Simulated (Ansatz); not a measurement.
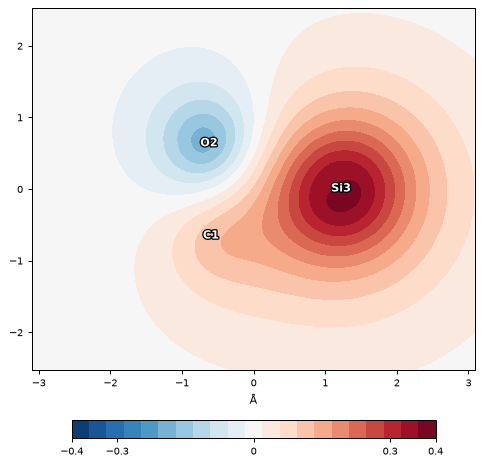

Figure. COSi (SMILES [C]1=[Si-]O1) (charge −1, doublet). The HOMO (α) on a plane 0.8 Å above the molecular plane (values in Å⁻³ᐟ²; the overall sign is arbitrary).

Geometry: r2SCAN-D4/def2-SVPD; the highest occupied orbital lies above zero, a sign that basis and functional describe the outermost electron poorly.

Level of theory: isolated molecule in a Gaussian basis; Kohn-Sham density functional theory, functional PBE0 in Ansatz 0.2.0.

**What is the character of this orbital?**

By Hirshfeld shares it lies mainly on Si3 (about 80 %), O2 (about 10 %) and C1 (about 10 %); it changes sign across the molecular plane (π type); π-antibonding (a node) across C1–O2. Its energy is 0.55 eV.
